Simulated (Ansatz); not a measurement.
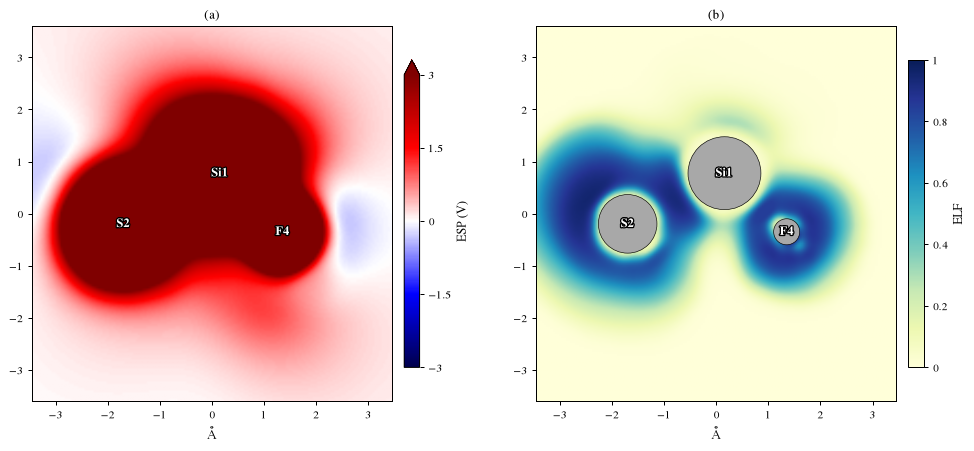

The picture shows: F2H2SSi···HF. (a) molecular electrostatic potential; (b) ELF on the plane of atoms S2, Si1 and F4. Grey discs cover the atomic cores in the ELF map.

All numbers below come from UKS PBE0-D4/def2-SVP in Ansatz 0.2.0.

```xyz
8

Si   -0.7122   -0.6948   -0.3229
S     0.5688   -1.2987    1.2232
F    -0.0417   -0.7814   -1.7828
F    -1.0444    0.9019   -0.1513
H    -1.9817   -1.4429   -0.3161
H     0.4738    1.7894    0.0985
F     1.3968    1.7209    0.2097
H     1.3406   -0.1944    1.0417
```

Describe what can be read from this map.

- The plane passes through Si, S and F nuclei.
- Si–S (2.10 Å): the ELF peaks at about 0.95 between the atoms: a shared electron pair.
- The ELF also peaks beside F4 and S2, away from the bonds: lone-pair regions.
- Outside the dense part of the complex the potential is most negative (−0.3 V) near F4.
